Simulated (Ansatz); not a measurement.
**Sn3GeO: from a guess to a relaxed structure**

Where does this trial cell of Sn3GeO go when cell and atoms are let free?

Program: Ansatz 0.2.0. Level of theory: DFT PBE, scalar-relativistic, plane waves, PAW. These are calculated values, not measurements.

### 1 The system as given

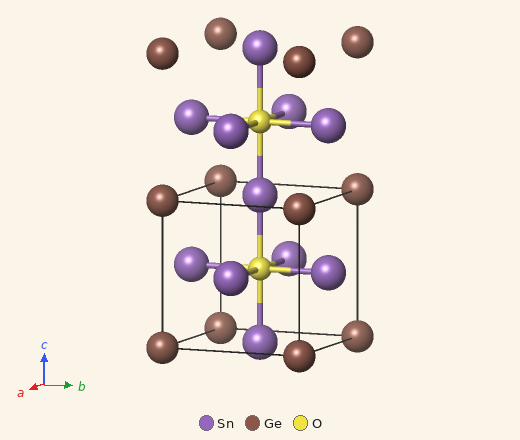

The starting structure, seen slightly off an axis (tin purple, germanium brown, oxygen yellow). 1×1×2 cells are drawn. Atoms on the faces are drawn again on the opposite ones.

Structure file:

```
CELL_PARAMETERS angstrom
4.88895 0.00000 0.00000
0.00000 4.88895 0.00000
0.00000 0.00000 4.88895
ATOMIC_POSITIONS crystal
Sn 0.00000 0.50000 0.50000
Sn 0.50000 0.00000 0.50000
Sn 0.50000 0.50000 0.00000
Ge 0.00000 0.00000 0.00000
O 0.50000 0.50000 0.50000
```

A structure generator made this guess: species swapped into a database cell of Yb3PbO (Pm-3m, No. 221), with Sn on the Yb sites and Ge on the Pb sites. The dimensions are guesses.

### 2 The guess as it stands, on a coarse mesh

input.yaml reads:

```yaml
crystal:
  lattice:
    - [4.88895253, 0.0, 0.0]
    - [0.0, 4.88895253, 0.0]
    - [0.0, 0.0, 4.88895253]
  atoms:
    - { symbol: Sn, position: [0.0, 0.5, 0.5] }
    - { symbol: Sn, position: [0.5, 0.0, 0.5] }
    - { symbol: Sn, position: [0.5, 0.5, 0.0] }
    - { symbol: Ge, position: [0.0, 0.0, 0.0] }
    - { symbol: O, position: [0.5, 0.5, 0.5] }
basis:
  ecutwfc: 420
kpoints:
  mp_grid: { grid: [4, 4, 4] }
hamiltonian:
  xc: pbe
scf:
  occupations: { method: gaussian, width: 0.1 }
  lower_state_search: "off"
output:
  forces: true
  stress: true
  eigenvalues: true
```

On the command line:

```bash
$ ansatz run input.yaml --threads 1 --pin off --max-ram 2560MiB --backend cpu --events-out ev --progress --plain --runs-dir out
```

What it wrote (excerpt; [...] marks lines left out):

```text
[...]
SCF converged after 8 iterations
Free energy (F): -22933.394853 eV
[...]
E sigma→0 (E₀):  -22933.391370 eV
Entropy (-TS):   -0.006967 eV (-1.393 meV/atom)
Fermi energy:    9.591373 eV
[...]
--- Forces (eV/Å), atoms counted from 1 ---
  atom   1  Sn     0.00000000    -0.00000000    -0.00000000
  atom   2  Sn     0.00000000    -0.00000000    -0.00000000
  atom   3  Sn     0.00000000    -0.00000000     0.00000000
  atom   4  Ge    -0.00000000     0.00000000     0.00000000
  atom   5  O      0.00000000    -0.00000000     0.00000000
[...]
--- Stress (GPa, compression-positive) ---
       -1.061779       0.000000       0.000000
        0.000000      -1.061779       0.000000
        0.000000       0.000000      -1.061779
  P = ⅓ Tr σ = -1.0618 GPa (-10.618 kbar)
--- Band table (eV; the first three rows and the last of 10) ---
[...]
```

Wall time 6.8 s (1 thread of Intel Xeon at 2.50GHz (Skylake/Cascade Lake), shared host); peak memory 0.41 GiB.

Read-out: pressure -1.1 GPa, largest force 0.00 eV/Å, gap on this mesh none (metal). The coarse relaxation is skipped.

### 3 Full relaxation

Edit input.yaml of step 2 so:

```diff
@@ -14,3 +14,3 @@
 kpoints:
-  mp_grid: { grid: [4, 4, 4] }
+  mp_grid: { grid: [8, 8, 8] }
 hamiltonian:
@@ -19,3 +19,2 @@
   occupations: { method: gaussian, width: 0.1 }
-  lower_state_search: "off"
 output:
@@ -24 +23,6 @@
   eigenvalues: true
+relax:
+  adjacent_minimum: "off"
+  f_tol: 0.01
+  max_steps: 80
+  cell: { stress_tol: 0.05 }
```

On the command line:

```bash
$ ansatz run input.yaml --threads 1 --pin off --max-ram 2560MiB --backend cpu --events-out ev --progress --plain --runs-dir out
```

What it wrote:

```text
Warning: RAYON_NUM_THREADS=1 ignored (pool sized by the plan → 1); use --threads N
Engine: ansatz 0.2.0, x86_64-unknown-linux-gnu
Pseudopotentials: kind: paw
Pseudopotential: Sn, paw, valence charge 14, recommended cutoff 420 eV (normal), Sn.paw.azcp
Pseudopotential: Ge, paw, valence charge 14, recommended cutoff 420 eV (normal), Ge.paw.azcp
Pseudopotential: O, paw, valence charge 6, recommended cutoff 420 eV (normal), O.paw.azcp
Functional definition: PBE
  parameter kappa = 0.804
  parameter beta = 0.06672455060314922
  exchange = pbe_x(kappa = kappa, mu = beta*pi^2/3)
  correlation = pbe_c(beta = beta)
Crystal: 5 atoms, lattice volume = 116.855 Å³
Basis set: ecut = 420 eV, 2301 PW (Γ), exchange–correlation on 72×72×72 points (8 copies of the dense FFT grid, shifted against one another)
Bands: 38, of which v1, the nominal top of the filled ones, is band 31 counted from 1 (30 counted from 0)
Symmetry: 48 space group operations
Space group: Pm-3m (ITA 221), of the structure as read, at distance tolerance 4.9e-5 Å
k-points: 35 of 512
Non-local potential: Sn, projectors of the file, l = 0: 2, l = 1: 2, l = 2: 2, l = 3: 2
Non-local potential: Ge, projectors of the file, l = 0: 2, l = 1: 2, l = 2: 3, l = 3: 1
Non-local potential: O, projectors of the file, l = 0: 2, l = 1: 2, l = 2: 1
PAW form: soft (Blöchl's): semilocal exchange-correlation on the pseudo side does not see the compensation charge
PAW one-centre angular grid: Sn, 590 points (default); XC on 64 Gauss nodes
PAW one-centre angular grid: Ge, 590 points (default); XC on 64 Gauss nodes
PAW one-centre angular grid: O, 110 points (default); XC on 64 Gauss nodes
Initial density: superposition of atomic densities (neutral atoms: chi_scale 0, normalization atom), corrected by the library's trained network
Initial wavefunctions: pseudopotential atomic-orbital guess
Functional: x = pbe(κ = 0.804, μ = 0.2195149727645171), c = pbe(β = 0.06672455060314922)
SCF iter   1: F=—  HF=-22933.311282 eV  |F-HF|=—  |Δ(HF+E_count)|=         —  Δρ=5.36e-3  dr2=4.73e-2  ethr=1.77e-3  ⟨swp⟩=6.7  Hψ=5467  notcnv=0  defer=1
preconditioner: auto → Kerker (q_TF=auto, 2.455 Å⁻¹)  [metal: Δε(μ)=0.043 eV  Ē_g=19.085 eV  σ=0.100 eV  W_gap=0.24  n_scr=26 (ndim 8)  ℏωp=27.0 eV  f_vac=0.000  D(μ)=1.77/eV (n_scr^D=6)]
SCF iter   2: F=—  HF=-22933.302797 eV  |F-HF|=—  |Δ(HF+E_count)|=   8.48e-3  Δρ=2.40e-3  dr2=1.19e-2  ethr=7.62e-5  ⟨swp⟩=1.4  Hψ=1640  notcnv=0  defer=1
SCF iter   3: F=—  HF=-22933.301123 eV  |F-HF|=—  |Δ(HF+E_count)|=   1.67e-3  Δρ=6.97e-4  dr2=8.37e-4  ethr=1.91e-5  ⟨swp⟩=2.1  Hψ=2324  notcnv=0  defer=1
SCF iter   4: F=—  HF=-22933.300852 eV  |F-HF|=—  |Δ(HF+E_count)|=   2.71e-4  Δρ=2.98e-4  dr2=1.89e-4  ethr=1.35e-6  ⟨swp⟩=2.0  Hψ=2308  notcnv=0  defer=1
SCF iter   5: F=—  HF=-22933.300799 eV  |F-HF|=—  |Δ(HF+E_count)|=   5.21e-5  Δρ=9.68e-5  dr2=1.38e-5  ethr=3.06e-7  ⟨swp⟩=2.0  Hψ=2349  notcnv=0  defer=1
SCF iter   6: F=—  HF=-22933.300772 eV  |F-HF|=—  |Δ(HF+E_count)|=   2.78e-5  Δρ=4.10e-5  dr2=1.77e-6  ethr=2.23e-8  ⟨swp⟩=2.9  Hψ=2342  notcnv=0  defer=1
SCF iter   7: F=-22933.300772 eV  HF=-22933.300772 eV  |F-HF|=2.40e-8  |Δ(HF+E_count)|=   4.18e-7  Δρ=9.24e-6  dr2=8.77e-8  ethr=1.61e-10  ⟨swp⟩=7.7  Hψ=6319  notcnv=0
SCF 1 converged in 7 iterations: F = -22933.300772 eV  dr2 = 8.77e-8
relax step   1: F+E_penalty+E_count = -22933.30077198 eV  Δ(F+E_penalty+E_count) = +0.000e0 eV  max|allowed force component| = 4.096e-29 eV/Å  Δτ_max = 0.0000 Å  P = -1.174 GPa  Ω = 116.855 Å³  (7 SCF iters, dr2 threshold 1.00e-7 eV, accepted)
Crystal: 5 atoms, lattice volume = 113.367 Å³
Basis set: ecut = 420 eV, 2205 PW (Γ), exchange–correlation on 72×72×72 points (8 copies of the dense FFT grid, shifted against one another)
Initial density: handed on by an earlier stage of this run
Initial wavefunctions: those handed on with the density
iter 1 solved again at ethr=6.74e-6 eV; its pass at ethr=3.10e-3 eV (dr2=4.18e-3 eV) is discarded
SCF iter   1: F=—  HF=-22933.311686 eV  |F-HF|=—  |Δ(HF+E_count)|=         —  Δρ=9.28e-4  dr2=4.17e-3  ethr=6.74e-6  ⟨swp⟩=2.0  Hψ=6664  notcnv=0
preconditioner: auto → Kerker (q_TF=auto, 2.467 Å⁻¹)  [metal: Δε(μ)=0.029 eV  Ē_g=19.190 eV  σ=0.100 eV  W_gap=0.16  n_scr=26 (ndim 8)  ℏωp=27.5 eV  f_vac=0.000  D(μ)=1.79/eV (n_scr^D=6)]
SCF iter   2: F=—  HF=-22933.311242 eV  |F-HF|=—  |Δ(HF+E_count)|=   4.45e-4  Δρ=6.63e-4  dr2=2.28e-3  ethr=6.73e-6  ⟨swp⟩=1.0  Hψ=1330  notcnv=0
SCF iter   3: F=—  HF=-22933.310688 eV  |F-HF|=—  |Δ(HF+E_count)|=   5.54e-4  Δρ=2.00e-4  dr2=1.83e-4  ethr=3.68e-6  ⟨swp⟩=1.9  Hψ=1405  notcnv=0
SCF iter   4: F=—  HF=-22933.310621 eV  |F-HF|=—  |Δ(HF+E_count)|=   6.64e-5  Δρ=7.08e-5  dr2=6.72e-6  ethr=2.96e-7  ⟨swp⟩=2.0  Hψ=2414  notcnv=0
SCF iter   5: F=—  HF=-22933.310618 eV  |F-HF|=—  |Δ(HF+E_count)|=   3.52e-6  Δρ=2.30e-5  dr2=1.15e-6  ethr=1.08e-8  ⟨swp⟩=2.0  Hψ=2393  notcnv=0
SCF iter   6: F=-22933.310618 eV  HF=-22933.310618 eV  |F-HF|=7.68e-8  |Δ(HF+E_count)|=   1.10e-7  Δρ=1.02e-5  dr2=2.10e-7  ethr=8.06e-10  ⟨swp⟩=5.7  Hψ=4863  notcnv=0
SCF 2 converged in 6 iterations: F = -22933.310618 eV  dr2 = 2.10e-7
relax step   2: F+E_penalty+E_count = -22933.31061753 eV  Δ(F+E_penalty+E_count) = -9.846e-3 eV  max|allowed force component| = 2.813e-29 eV/Å  Δτ_max = 0.0000 Å  P = +0.575 GPa  Ω = 113.367 Å³  energy of the carried Pulay correction = +2.859e-3 eV  (6 SCF iters, dr2 threshold 5.00e-7 eV, accepted)
Crystal: 5 atoms, lattice volume = 114.491 Å³
iter 1 solved again at ethr=7.72e-7 eV; its pass at ethr=3.10e-3 eV (dr2=4.78e-4 eV) is discarded
SCF iter   1: F=—  HF=-22933.311767 eV  |F-HF|=—  |Δ(HF+E_count)|=         —  Δρ=3.07e-4  dr2=4.67e-4  ethr=7.72e-7  ⟨swp⟩=2.9  Hψ=6559  notcnv=0
preconditioner: auto → Kerker (q_TF=auto, 2.463 Å⁻¹)  [metal: Δε(μ)=0.045 eV  Ē_g=19.164 eV  σ=0.100 eV  W_gap=0.24  n_scr=26 (ndim 8)  ℏωp=27.3 eV  f_vac=0.000  D(μ)=1.75/eV (n_scr^D=6)]
SCF iter   2: F=—  HF=-22933.311693 eV  |F-HF|=—  |Δ(HF+E_count)|=   7.40e-5  Δρ=2.19e-4  dr2=2.54e-4  ethr=7.52e-7  ⟨swp⟩=1.0  Hψ=1330  notcnv=0
SCF iter   3: F=—  HF=-22933.311632 eV  |F-HF|=—  |Δ(HF+E_count)|=   6.10e-5  Δρ=6.46e-5  dr2=2.02e-5  ethr=4.10e-7  ⟨swp⟩=1.9  Hψ=1411  notcnv=0
SCF iter   4: F=—  HF=-22933.311628 eV  |F-HF|=—  |Δ(HF+E_count)|=   4.20e-6  Δρ=2.33e-5  dr2=7.49e-7  ethr=3.25e-8  ⟨swp⟩=2.0  Hψ=2419  notcnv=0
iter 5 did not close the SCF: its close was put off for the readings that it lacked (scf_convergence_deferred on its scf_iter line)
SCF iter   5: F=-22933.311628 eV  HF=-22933.311628 eV  |F-HF|=3.79e-8  |Δ(HF+E_count)|=   3.34e-7  Δρ=7.61e-6  dr2=1.28e-7  ethr=1.21e-9  ⟨swp⟩=2.0  Hψ=2396  notcnv=0
SCF iter   6: F=-22933.311628 eV  HF=-22933.311628 eV  |F-HF|=6.10e-9  |Δ(HF+E_count)|=   1.36e-8  Δρ=3.14e-6  dr2=1.77e-8  ethr=2.07e-10  ⟨swp⟩=2.4  Hψ=4310  notcnv=0
SCF 3 converged in 6 iterations: F = -22933.311628 eV  dr2 = 1.77e-8
relax step   3: F+E_penalty+E_count = -22933.31162761 eV  Δ(F+E_penalty+E_count) = -1.010e-3 eV  max|allowed force component| = 1.640e-29 eV/Å  Δτ_max = 0.0000 Å  P = -0.017 GPa  Ω = 114.491 Å³  energy of the carried Pulay correction = +1.929e-3 eV  (6 SCF iters, dr2 threshold 5.00e-7 eV, accepted)
Initial wavefunctions: pseudopotential atomic-orbital guess (no wavefunctions were taken with the density)
iter 1 solved again at ethr=2.12e-7 eV; its pass at ethr=3.10e-3 eV (dr2=1.31e-4 eV) is discarded
SCF iter   1: F=—  HF=-22933.309842 eV  |F-HF|=—  |Δ(HF+E_count)|=         —  Δρ=6.71e-5  dr2=8.71e-7  ethr=2.12e-7  ⟨swp⟩=3.0  Hψ=8454  notcnv=0
preconditioner: auto → Kerker (q_TF=auto, 2.463 Å⁻¹)  [metal: Δε(μ)=0.044 eV  Ē_g=19.162 eV  σ=0.100 eV  W_gap=0.24  n_scr=26 (ndim 8)  ℏωp=27.3 eV  f_vac=0.000  D(μ)=1.76/eV (n_scr^D=6)]
SCF iter   2: F=—  HF=-22933.309817 eV  |F-HF|=—  |Δ(HF+E_count)|=   2.48e-5  Δρ=3.24e-5  dr2=1.66e-7  ethr=1.41e-9  ⟨swp⟩=2.4  Hψ=2432  notcnv=0
SCF iter   3: F=—  HF=-22933.309818 eV  |F-HF|=—  |Δ(HF+E_count)|=   3.68e-7  Δρ=7.70e-6  dr2=1.85e-8  ethr=2.68e-10  ⟨swp⟩=2.0  Hψ=1687  notcnv=0
SCF iter   4: F=—  HF=-22933.309818 eV  |F-HF|=—  |Δ(HF+E_count)|=   2.08e-8  Δρ=1.23e-6  dr2=1.50e-9  ethr=2.98e-11  ⟨swp⟩=2.0  Hψ=2418  notcnv=0
SCF iter   5: F=—  HF=-22933.309818 eV  |F-HF|=—  |Δ(HF+E_count)|=   1.21e-9  Δρ=4.78e-7  dr2=5.28e-10  ethr=2.42e-12  ⟨swp⟩=2.0  Hψ=2362  notcnv=0
SCF iter   6: F=—  HF=-22933.309818 eV  |F-HF|=—  |Δ(HF+E_count)|=  1.09e-11  Δρ=2.12e-7  dr2=6.37e-11  ethr=1.00e-12  ⟨swp⟩=2.5  Hψ=1740  notcnv=0
SCF iter   7: F=-22933.309818 eV  HF=-22933.309818 eV  |F-HF|=1.09e-11  |Δ(HF+E_count)|=  1.82e-11  Δρ=7.05e-8  dr2=7.80e-12  ethr=1.00e-12  ⟨swp⟩=4.6  Hψ=4063  notcnv=0
SCF 4 converged in 7 iterations: F = -22933.309818 eV  dr2 = 7.80e-12
relax step   4: F+E_penalty+E_count = -22933.30981778 eV  Δ(F+E_penalty+E_count) = +1.810e-3 eV  max|allowed force component| = 1.942e-29 eV/Å  Δτ_max = 0.0000 Å  P = -0.036 GPa  Ω = 114.491 Å³  stress off target by 3.56e-2 GPa  SCF on the basis re-selected at this cell (its energy is not comparable with the rows above)  (7 SCF iters)
basis re-selected at this cell: Δ(F+E_penalty+E_count) = +1.810e-3 eV, ΔP = -0.018 GPa vs the last step (what re-selecting the basis moved, of the pressure what is left beyond the Pulay correction that the steps carried, after the strain that the cell walked since its last selection, with what the two solves' SCF thresholds leave and, on support functions, any second-order correction that the steps lacked; it is no measure of the basis error at this ecutwfc). This SCF's stress stands 3.56e-2 GPa from its target on what of the cell is left free (relax.cell.stress_tol is 5.00e-2 GPa) and its largest allowed force component is 1.94e-29 eV/Å (relax.f_tol is 1.00e-2 eV/Å): within both
SCF converged after 7 iterations
Free energy (F): -22933.309818 eV
Harris-Foulkes:  -22933.309818 eV  (|F-HF|=1.09e-11)
Internal energy: -22933.301028 eV  (E = F + TS)
E sigma→0 (E₀):  -22933.305423 eV
Entropy (-TS):   -0.008790 eV (-1.758 meV/atom)
Fermi energy:    9.853452 eV
--- Per-component energies (eV) ---
  E_band       = -411.289302
  E_kinetic    = 838.759851
  E_local      = -5248.221136  (includes V_loc(G=0)·N_el)
  E_nonlocal   = 363.385349
  E_hartree    = 2736.917947
  E_xc         = -1297.329487
  E_vxc        = -446.151217  (∫ρ·V_xc dr)
  E_paw        = -14574.163867  (= ΣΔE_a)
  E_vpaw       = -1392.900524  (= ΣTr[D̂ρ^β])
  E_aug_tail   = 0.002627  (compensation charges beyond the density's cutoff)
  E_ewald      = -5752.652312
  E_smearing   = -0.008790  (= −TS)
  E_closure    = 0.000000  (closes the sum)
  Σ components = -22933.309818   (vs F -22933.309818, Δ=0.00e0)
--- Forces (eV/Å), atoms counted from 1 ---
  atom   1  Sn    -0.00000000     0.00000000    -0.00000000
  atom   2  Sn    -0.00000000     0.00000000    -0.00000000
  atom   3  Sn    -0.00000000    -0.00000000    -0.00000000
  atom   4  Ge     0.00000000     0.00000000     0.00000000
  atom   5  O      0.00000000     0.00000000     0.00000000
  max |Σ_I F_I| component: 1.08e-29 eV/Å
--- Stress (GPa, compression-positive) ---
       -0.035610       0.000000      -0.000000
        0.000000      -0.035610       0.000000
        0.000000       0.000000      -0.035610
  P = ⅓ Tr σ = -0.0356 GPa (-0.356 kbar)
--- Band table (eV; the first three rows and the last of 35) ---
  k-point 0: bands = ["-14.7237", "-14.7237", "-14.7237", "-14.7228", "-14.7228", "-12.1337", "-11.8346", "-11.8346", "-11.8346", "-11.7344", "-11.7344", "-11.6934", "-11.6934", "-11.6878", "-11.6878", "-11.6878", "-11.6456", "-11.6456", "-11.6456", "-11.6300", "-8.5476", "-0.0022", "3.9232", "3.9232", "3.9232", "4.6830", "4.8434", "4.8434", "8.2498", "8.2498", "8.2498", "12.0201", "12.0201", "12.0201", "13.8332", "13.8332", "13.8332", "15.2491"]
  k-point 1: bands = ["-14.7237", "-14.7237", "-14.7237", "-14.7228", "-14.7227", "-12.1169", "-11.8339", "-11.8279", "-11.8279", "-11.7341", "-11.7308", "-11.6992", "-11.6934", "-11.6885", "-11.6882", "-11.6882", "-11.6530", "-11.6530", "-11.6456", "-11.6333", "-8.5618", "0.0334", "3.3329", "3.9643", "3.9643", "4.4517", "4.8827", "5.6114", "8.2649", "8.2649", "8.6210", "11.5394", "11.7388", "11.7388", "13.4677", "13.6118", "13.6118", "15.5203"]
  k-point 2: bands = ["-14.7237", "-14.7236", "-14.7236", "-14.7227", "-14.7224", "-12.0732", "-11.8324", "-11.8086", "-11.8086", "-11.7333", "-11.7208", "-11.7156", "-11.6932", "-11.6901", "-11.6901", "-11.6900", "-11.6731", "-11.6731", "-11.6456", "-11.6425", "-8.5964", "0.1287", "2.6572", "3.9821", "4.0689", "4.0689", "4.9838", "6.7699", "8.2946", "8.2946", "9.5303", "10.7303", "11.1668", "11.1668", "12.7300", "13.3915", "13.3915", "15.7726"]
  k-point 34: bands = ["-14.7239", "-14.7239", "-14.7239", "-14.7219", "-14.7219", "-11.8074", "-11.8074", "-11.8074", "-11.7676", "-11.7676", "-11.7676", "-11.7422", "-11.7103", "-11.7103", "-11.7103", "-11.6719", "-11.6719", "-11.6428", "-11.6428", "-11.6428", "-8.9077", "1.9865", "1.9865", "1.9865", "2.2995", "5.7101", "5.7101", "5.7101", "8.1796", "8.1796", "8.1796", "9.2903", "14.2851", "14.2851", "14.2851", "14.8943", "14.8943", "15.5190"]
--- Relaxed structure (3 steps of the walk, 3 accepted, 1 SCFs on fresh bases) ---
  F+E_penalty+E_count = -22933.30981778 eV   max|allowed force component| = 1.942e-29 eV/Å   (the final SCF, on the basis selected at the relaxed cell)
  cell:  # Å, volume = 114.4912 Å³
    - [4.855761933203538, -4.49383653690355e-34, -4.49383653690355e-34]
    - [-1.925929944387236e-34, 4.855761933203538, 3.209883240645393e-35]
    - [-1.925929944387236e-34, 3.209883240645393e-35, 4.855761933203538]
  atoms:
    - { symbol: Sn, position: [-5.252467838007499e-36, 0.5, 0.5] }
    - { symbol: Sn, position: [0.5, 1.9696754392933632e-36, 0.5] }
    - { symbol: Sn, position: [0.5, 0.5, -3.693141448557231e-37] }
    - { symbol: Ge, position: [2.9545131588010337e-36, -1.3131169594715433e-36, 2.4620942991775144e-37] }
    - { symbol: O, position: [0.5, 0.5, 0.5] }
```

Wall time 82 s (1 thread of Intel Xeon at 2.50GHz (Skylake/Cascade Lake), shared host); peak memory 0.48 GiB.

The steps of the relaxation:

| step | E - E(step 1) (eV/cell) | largest force component (eV/Å) | pressure (GPa) | volume (Å³) |
| --- | --- | --- | --- | --- |
| 1 | 0.0000 | 0.0000 | -1.17 | 116.86 |
| 2 | -0.0098 | 0.0000 | 0.58 | 113.37 |
| 3 | -0.0109 | 0.0000 | -0.02 | 114.49 |
| 4 | -0.0090 | 0.0000 | -0.04 | 114.49 |

Step 1 is the start. Step 4 repeats the geometry before it on a plane-wave basis chosen anew for that cell, so its energy need not be comparable with the rows above.

|  | before | after | change |
| --- | --- | --- | --- |
| a (Å) | 4.889 | 4.856 | -0.7 % |
| b (Å) | 4.889 | 4.856 | -0.7 % |
| c (Å) | 4.889 | 4.856 | -0.7 % |
| volume (Å³/atom) | 23.37 | 22.90 | -2.0 % |
| shortest distance (Å) | 2.444 | 2.428 | -0.7 % |
| space group (0.01 Å) | Pm-3m | Pm-3m | same |

The run keeps the 48 symmetry operations of the start, so it could not have lowered the symmetry.

### 4 A further run, with the input changed

input.yaml reads:

```yaml
crystal:
  lattice:
    - [4.8557619332, 0.0, 0.0]
    - [0.0, 4.8557619332, 0.0]
    - [0.0, 0.0, 4.8557619332]
  atoms:
    - { symbol: Sn, position: [0.0, 0.5, 0.5] }
    - { symbol: Sn, position: [0.5, 0.0, 0.5] }
    - { symbol: Sn, position: [0.5, 0.5, 0.0] }
    - { symbol: Ge, position: [0.0, 0.0, 0.0] }
    - { symbol: O, position: [0.5, 0.5, 0.5] }
basis:
  ecutwfc: 420
kpoints:
  mp_grid: { grid: [8, 7, 9] }
hamiltonian:
  xc: pbe
scf:
  occupations: { method: gaussian, width: 0.1 }
  max_iter: 75
output:
  forces: true
  eigenvalues: true
  stress: true
```

On the command line:

```bash
$ ansatz run input.yaml --threads 1 --pin off --max-ram 2560MiB --backend cpu --events-out ev --progress --plain --runs-dir out
```

What it wrote (excerpt; [...] marks lines left out):

```text
Warning: crystal.symmetry: narrowed to the stabiliser of the k-point mesh — unitary ops 48 → 8; excluded 40 operations that carry a point of the 8×7×9 mesh (shift [0, 0, 0]) off the mesh (the run samples exactly the mesh kpoints.mp_grid names, as under crystal.symmetry.detect: false, and [...]
Warning: RAYON_NUM_THREADS=1 ignored (pool sized by the plan → 1); use --threads N
[...]
[... 5 set-up lines as earlier in the session ...]
[...]
Crystal: 5 atoms, lattice volume = 114.491 Å³
Basis set: ecut = 420 eV, 2205 PW (Γ), exchange–correlation on 72×72×72 points (8 copies of the dense FFT grid, shifted against one another)
Bands: 38, of which v1, the nominal top of the filled ones, is band 31 counted from 1 (30 counted from 0)
Symmetry: 8 space group operations
k-points: 100 of 504
[...]
SCF iter   1: F=—  HF=-22933.326960 eV  |F-HF|=—  |Δ(HF+E_count)|=         —  Δρ=5.23e-3  dr2=4.37e-2  ethr=1.77e-3  ⟨swp⟩=7.0  Hψ=15932  notcnv=0  defer=2
[...]
SCF iter   8: F=-22933.316862 eV  HF=-22933.316862 eV  |F-HF|=1.95e-8  |Δ(HF+E_count)|=   9.21e-9  Δρ=3.57e-6  dr2=1.67e-8  ethr=1.61e-10  ⟨swp⟩=9.1  Hψ=14726  notcnv=0
[...]
SCF converged after 8 iterations
Free energy (F): -22933.316862 eV
[...]
E sigma→0 (E₀):  -22933.313907 eV
Entropy (-TS):   -0.005911 eV (-1.182 meV/atom)
Fermi energy:    9.860830 eV
[...]
--- Forces (eV/Å), atoms counted from 1 ---
  atom   1  Sn    -0.00000000     0.00000000     0.00000000
  atom   2  Sn     0.00000000     0.00000000     0.00000000
  atom   3  Sn    -0.00000000     0.00000000     0.00000000
  atom   4  Ge     0.00000000     0.00000000     0.00000000
  atom   5  O     -0.00000000     0.00000000     0.00000000
[...]
--- Stress (GPa, compression-positive) ---
        0.012148       0.000000       0.000000
        0.000000      -0.197562       0.000000
        0.000000       0.000000       0.076244
  P = ⅓ Tr σ = -0.0364 GPa (-0.364 kbar)
--- Band table (eV; the first three rows and the last of 100) ---
[...]
```

Run time: 42 s. Hardware: 1 thread of Intel Xeon at 2.50GHz (Skylake/Cascade Lake), shared host; peak memory 0.6 GiB.

### 5 Checking the result

This run ends as converged, with warnings (symmetry narrowed by mesh). Its log warns: «crystal.symmetry: narrowed to the stabiliser of the k-point mesh — unitary ops 48 → 8; excluded 40 operations that carry a point of the 8×7×9 mesh (shift [0, 0 ...»

Look at the input: kpoints.mp_grid.grid is [8, 7, 9]. The mesh doesn't respect the lattice's symmetry: fewer operations survive, and spurious anisotropy appears.

To undo it: set kpoints.mp_grid.grid to [8, 8, 8].

```csv
run,ending,energy change,pressure (GPa),gap (eV),force (eV/Å),cycles,time
step 3,converged,0,0.0,0.00,0.00,-,82 s
altered,converged,-1.4 meV/atom,0.0,0.00,0.00,8,42 s
```

Changing the k-point mesh moves the energy by -1.4 meV/atom. Sampling errors of the energy have no fixed sign.

### 6 Outcome

| quantity | value |
| --- | --- |
| symmetry at the end (tolerance 0.05 Å) | space group Pm-3m (No. 221) |
| conventional cell | a = 4.856 Å, b = 4.856 Å, c = 4.856 Å, α = 90.00°, β = 90.00°, γ = 90.00° |
| volume | 22.90 Å³/atom |
| energy over the elements (uncorrected; H, N, O, F and Cl as molecules), grey Sn | -0.14 eV/atom |
| gap on the mesh | none (metal) |

What this shows: The space group Pm-3m (No. 221) is kept, and the volume per atom shrinks by 2.0 % from the first guess. A negative formation energy is needed for stability but isn't enough; other structures and compounds were not set against it here. No finished test with a distortion of lower symmetry is shown, so the end may be a saddle point.
